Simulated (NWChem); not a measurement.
**One shape, several levels: CH5BrOSn (SMILES [CH3][SnH]([OH])[Br])**

Aim: a comparison of 3 runs (HF/STO-3G, HF/3-21G, MP2/def2-SVP) of CH5BrOSn. 

The calculation is run with NWChem 7.3.0.

**1. The structure to begin with**

CH5BrOSn has 9 atoms, charge 0, and is taken as a singlet. As SMILES, `[CH3][SnH]([OH])[Br]`. The coordinates come from a PBE0-D4/def2-TZVP relaxation. This is one conformer, not always the lowest.

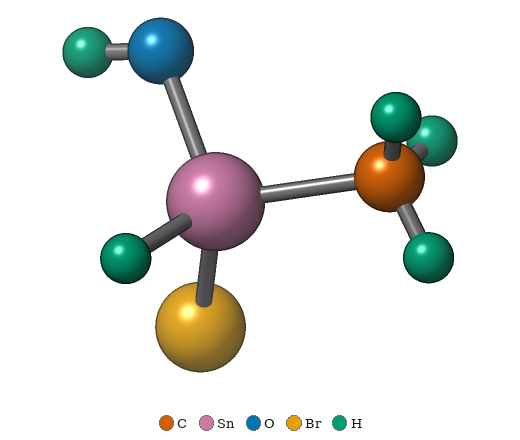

The structure, seen from a chosen angle (carbon orange, tin pink, oxygen blue, bromine amber, hydrogen teal).

**2. Energy and gradient at HF/STO-3G (run 1)**

Input file calc.xyz:

```xyz
9

C      0.365800     1.204800    -0.778600
Sn    -0.080700    -0.712300    -0.005400
O      0.345700    -0.596000     1.902300
Br    -2.531400    -1.123700    -0.163500
H      0.105900     1.250000    -1.835200
H     -0.217100     1.939400    -0.224800
H      1.428900     1.408100    -0.650000
H      0.666800    -2.088700    -0.683300
H      0.004700    -1.328000     2.421500
```

Input file calc.nw:

```
start calc
memory stack 880 mb heap 220 mb global 1100 mb

geometry units angstrom noautosym nocenter noautoz
  load calc.xyz
end

basis spherical bse
  C library STO-3G
  Sn library STO-3G
  O library STO-3G
  Br library STO-3G
  H library STO-3G
end

scf
  thresh 1e-08
  maxiter 80
end

task scf gradient
```

Command:

```bash
$ nwchem calc.nw > calc.out
```

Output:

```text
[...]
  functions       =    60
[...]
  wavefunction    = RHF
[...]
         Total SCF energy =  -8622.214357261564
      One-electron energy = -13434.592971825339
      Two-electron energy =   4077.181262139843
 Nuclear repulsion energy =    735.197352423934
        Time for solution =      8.9s
[...]
                         RHF ENERGY GRADIENTS
    atom               coordinates                        gradient
                 x          y          z           x          y          z
   1 C       0.691262   2.276742  -1.471341    0.001922   0.015680  -0.002881
   2 Sn     -0.152501  -1.346052  -0.010205    0.003461   0.023371  -0.012683
   3 O       0.653278  -1.126277   3.594826   -0.011956  -0.030821   0.029567
   4 Br     -4.783652  -2.123485  -0.308970   -0.014553  -0.003021  -0.000365
   5 H       0.200122   2.362157  -3.468025   -0.004164  -0.006568  -0.007040
   6 H      -0.410260   3.664935  -0.424810   -0.006895   0.000304   0.007541
   7 H       2.700229   2.660923  -1.228322    0.008717  -0.004325   0.003763
   8 H       1.260069  -3.947071  -1.291250    0.009383  -0.022959  -0.007078
   9 H       0.008882  -2.509556   4.575971    0.014084   0.028338  -0.010825
[...]
```

Run time: 15 s. Hardware: 1 thread of Intel Xeon Platinum 8488C (Sapphire Rapids), shared host; peak memory 0.097 GiB.

**3. Energy and gradient at HF/3-21G (run 2)**

Input file ch5brosn.nw:

```
start ch5brosn
memory total 2200 mb

geometry noautosym nocenter noautoz
C     0.365800    1.204800   -0.778600
Sn   -0.080700   -0.712300   -0.005400
O     0.345700   -0.596000    1.902300
Br   -2.531400   -1.123700   -0.163500
H     0.105900    1.250000   -1.835200
H    -0.217100    1.939400   -0.224800
H     1.428900    1.408100   -0.650000
H     0.666800   -2.088700   -0.683300
H     0.004700   -1.328000    2.421500
end

basis spherical bse
* library 3-21G
end

scf
thresh 1e-08
maxiter 80
print medium
end

task scf gradient
```

Command:

```bash
$ nwchem ch5brosn.nw > ch5brosn.out
```

Output:

```text
[...]
  functions       =    81
[...]
  wavefunction    = RHF
[...]
         Total SCF energy =  -8671.404469906955
      One-electron energy = -13468.064415075665
      Two-electron energy =   4061.462592744777
 Nuclear repulsion energy =    735.197352423933
        Time for solution =      9.9s
[...]
                         RHF ENERGY GRADIENTS
    atom               coordinates                        gradient
                 x          y          z           x          y          z
   1 C       0.691262   2.276742  -1.471341   -0.000897  -0.003690   0.005971
   2 Sn     -0.152501  -1.346052  -0.010205   -0.018177  -0.006112  -0.016365
   3 O       0.653278  -1.126277   3.594826    0.005075   0.004845   0.017658
   4 Br     -4.783652  -2.123485  -0.308970    0.020011   0.003230   0.001843
   5 H       0.200122   2.362157  -3.468025   -0.002398  -0.004238  -0.003987
   6 H      -0.410260   3.664935  -0.424810   -0.003845   0.000809   0.003906
   7 H       2.700229   2.660923  -1.228322    0.005107  -0.002152   0.001694
   8 H       1.260069  -3.947071  -1.291250   -0.003629   0.005066   0.003832
   9 H       0.008882  -2.509556   4.575971   -0.001248   0.002240  -0.014551
[...]
```

It took 16 s on 1 thread of Intel Xeon Platinum 8488C (Sapphire Rapids), shared host; peak memory 0.099 GiB.

**4. Energy and gradient at MP2/def2-SVP (core potential) (run 3)**

Input file run.py:

```python
from ase import Atoms
from ase.calculators.nwchem import NWChem

system = Atoms(['C', 'Sn', 'O', 'Br', 'H', 'H', 'H', 'H', 'H'], positions=[
    [0.365800, 1.204800, -0.778600],
    [-0.080700, -0.712300, -0.005400],
    [0.345700, -0.596000, 1.902300],
    [-2.531400, -1.123700, -0.163500],
    [0.105900, 1.250000, -1.835200],
    [-0.217100, 1.939400, -0.224800],
    [1.428900, 1.408100, -0.650000],
    [0.666800, -2.088700, -0.683300],
    [0.004700, -1.328000, 2.421500],
])

calc = NWChem(
    label='ch5brosn',
    theory='mp2',
    memory='2200 mb',
    basis='def2-SVP',
    basispar='spherical bse',
    scf={'nopen': '0', 'rhf': None, 'thresh': '1e-08', 'maxiter': '80'},
    mp2={'freeze': 'core 15', 'tight': None},
    **{'ecp bse': {'Sn library': 'def2-SVP'}},
)
system.calc = calc

forces = system.get_forces()
print(f"energy = {system.get_potential_energy():.6f} eV")
print("forces (eV/A):")
for s, f in zip(system.symbols, forces):
    print(f"{s:2s} {f[0]:10.5f} {f[1]:10.5f} {f[2]:10.5f}")
```

Command:

```bash
$ export ASE_NWCHEM_COMMAND="nwchem PREFIX.nwi > PREFIX.nwo"
$ python run.py
```

Output:

```text
energy = -78960.202742 eV
forces (eV/A):
C    -0.02139   -0.18322    0.01676
Sn    0.05723   -0.23706   -0.36705
O     0.26014    0.27511    0.39574
Br   -0.24590   -0.03389   -0.06078
H    -0.05322    0.06561   -0.29233
H    -0.14933    0.20893    0.13329
H     0.27243    0.08670    0.01363
H    -0.01779    0.05667   -0.02499
H    -0.10223   -0.23891    0.18574
```

The calculator wrote ch5brosn.nwi:

```
title "ch5brosn"

permanent_dir ch5brosn

scratch_dir ch5brosn

start ch5brosn

geometry units angstrom nocenter noautosym noautoz
  C  3.6580000000000001e-01 1.2048000000000001e+00 -7.7859999999999996e-01
  Sn -8.0699999999999994e-02 -7.1230000000000004e-01 -5.4000000000000003e-03
  O  3.4570000000000001e-01 -5.9599999999999997e-01 1.9023000000000001e+00
  Br -2.5314000000000001e+00 -1.1236999999999999e+00 -1.6350000000000001e-01
  H  1.0589999999999999e-01 1.2500000000000000e+00 -1.8351999999999999e+00
  H  -2.1709999999999999e-01 1.9394000000000000e+00 -2.2480000000000000e-01
  H  1.4289000000000001e+00 1.4080999999999999e+00 -6.5000000000000002e-01
  H  6.6679999999999995e-01 -2.0886999999999998e+00 -6.8330000000000002e-01
  H  4.7000000000000002e-03 -1.3280000000000001e+00 2.4215000000000000e+00
end

memory 2200 mb

basis spherical bse noprint
   * library def2-SVP
end

scf
  nopen 0
  rhf
  thresh 1e-08
  maxiter 80
end
mp2
  freeze core 15
  tight
end
ecp bse
  Sn library def2-SVP
end

task mp2 gradient
```

ch5brosn.nwo:

```text
Northwest Computational Chemistry Package (NWChem) 7.3.0
             --------------------------------------------------------

           Job information
           ---------------

    nwchem branch   = 7.3.0
    use scalapack   = T
    input           = ch5brosn.nwi
    prefix          = ch5brosn.
    data base       = ch5brosn/ch5brosn.db
    status          = startup
    nproc           =        1

           Memory information
           ------------------

    heap     =     72089596 doubles =      550.0 Mbytes
    stack    =     72089601 doubles =      550.0 Mbytes
    global   =    144179200 doubles =     1100.0 Mbytes (distinct from heap & stack)
    total    =    288358397 doubles =     2200.0 Mbytes
    verify   = yes
    hardfail = no

[... 133 lines left out ...]
 1-e energy   =   -4897.790390
[... 9 lines left out ...]
 Convergence threshold     :          1.000E-08
[... 16 lines left out ...]
         Total SCF energy =  -2901.055185936966
[... 2 lines left out ...]
 Nuclear repulsion energy =    393.166301018775
[... 415 lines left out ...]
 CPHF converged to   8.3D-07 in   11 iters
[... 126 lines left out ...]
  MP2 natural orbitals output to ch5brosn/ch5brosn.mp2nos
[... 1 line left out ...]
                         mp2 ENERGY GRADIENTS

    atom               coordinates                        gradient
                 x          y          z           x          y          z
   1 C       0.691262   2.276742  -1.471341    0.000416   0.003563  -0.000326
   2 Sn     -0.152501  -1.346052  -0.010205   -0.001113   0.004610   0.007138
   3 O       0.653278  -1.126277   3.594826   -0.005059  -0.005350  -0.007696
[... 5 lines of this table left out ...]
   9 H       0.008882  -2.509556   4.575971    0.001988   0.004646  -0.003612

                 ----------------------------------------
                 |  Time  |  1-e(secs)   |  2-e(secs)   |
                 ----------------------------------------
                 |  CPU   |       0.06   |      11.39   |
                 ----------------------------------------
                 |  WALL  |       0.06   |      11.39   |
                 ----------------------------------------
 -----------------------
 Task  times  cpu:       85.4s     wall:       85.4s
 Total times  cpu:       85.5s     wall:       85.5s
```

Wall time 87 s (1 thread of Intel Xeon Platinum 8488C (Sapphire Rapids), shared host); peak memory 0.64 GiB.

**5. All runs side by side**

| run | level | module | core potential | energy (Eh) | dipole moment (D) | HOMO energy (eV) | LUMO energy (eV) | wall time |
| --- | --- | --- | --- | --- | --- | --- | --- | --- |
| 1 | HF/STO-3G | scf | – | -8622.214357 | 2.39 | -8.01 | 8.29 | 15 s |
| 2 | HF/3-21G | scf | – | -8671.404470 | 2.55 | -10.82 | 3.25 | 16 s |
| 3 | MP2/def2-SVP (core potential) | mp2 | def2-SVP | -2901.733953 | 1.99 | -10.94 | 3.15 | 87 s |

**6. Outcome**

| quantity | value |
| --- | --- |
| run 3: total energy | -2901.73395 Eh |
| run 3: dipole moment (of the density that the program reports) | 1.99 D |
| run 3: HOMO energy (Hartree–Fock orbitals) | -10.94 eV |
| run 3: LUMO energy (Hartree–Fock orbitals) | 3.15 eV |
| run 3: HOMO–LUMO gap (Hartree–Fock orbitals) | 14.09 eV |
| run 3: correlation energy (15 core orbitals frozen) | -678.8 mEh |
| run 3: largest force on an atom | 0.548 eV/Å |

**Reading.** The dipole moment (its size) runs from 1.99 D (MP2/def2-SVP) to 2.55 D (HF/3-21G). The two ends differ in method and basis and core potential. Some runs of one species differ in core potentials or relativity; totals across that change don't compare. In run 1 the basis is minimal, so the values are rough. In runs 1, 2 relativity is left out where basis or elements ask for it. All runs together took 2 min, the longest 87 s.
